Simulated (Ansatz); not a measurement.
The calculation's input:

```
crystal:
  periodic: [false, false, false]
  atoms:
    - { symbol: Ge, position_ang: [-0.5014, 0.7269, -0.5273] }
    - { symbol: "N", position_ang: [0.4493, -1.1223, 0.2723] }
    - { symbol: H, position_ang: [-1.0847, 0.0356, -1.7795] }
    - { symbol: H, position_ang: [-1.6687, 1.1578, 0.2998] }
    - { symbol: H, position_ang: [0.5162, 1.7045, -1.0177] }
    - { symbol: H, position_ang: [0.7481, -0.1514, 1.142] }
    - { symbol: F, position_ang: [0.5244, 1.0219, 1.2945] }
    - { symbol: H, position_ang: [-0.1776, -1.8459, 0.59] }
    - { symbol: H, position_ang: [1.1943, -1.5271, -0.274] }
basis:
  gaussian: { orbitals: def2-SVP }
hamiltonian:
  xc: b3lyp
relax:
  f_tol: 0.15
  max_steps: 25
  restrain:
    - { distance: [0, 6], at: 1.77, k: 30.0 }
    - { distance: [5, 1], at: 1.02, k: 30.0 }
    - { distance: [0, 1], at: 3.21, k: 30.0 }
    - { distance: [5, 6], at: 2.18, k: 30.0 }
output:
  orbitals: {}
```

Command:

```sh
ansatz run input.yaml --threads 2 --pin off --max-ram 3072MiB --backend cpu --events-out ev --progress --plain --runs-dir out
```

The fields are those of the relaxed geometry.

Computed with RKS B3LYP/def2-SVP in Ansatz.

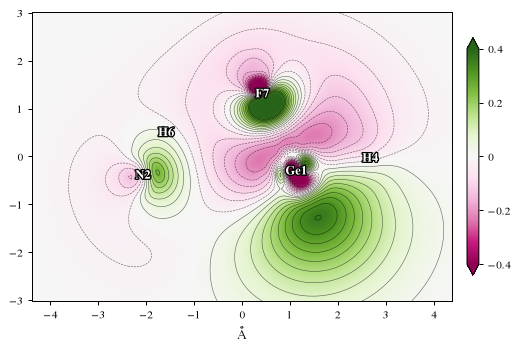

FGeH3···NH3. One frontier orbital on the plane of atoms H4, Ge1 and F7 (values in Å⁻³ᐟ²; the overall sign is arbitrary).

### Which orbital is it: HOMO or LUMO?

The LUMO, at −0.33 eV. By Hirshfeld shares it lies mainly on Ge1 (about 65 %) and F7 (about 15 %).
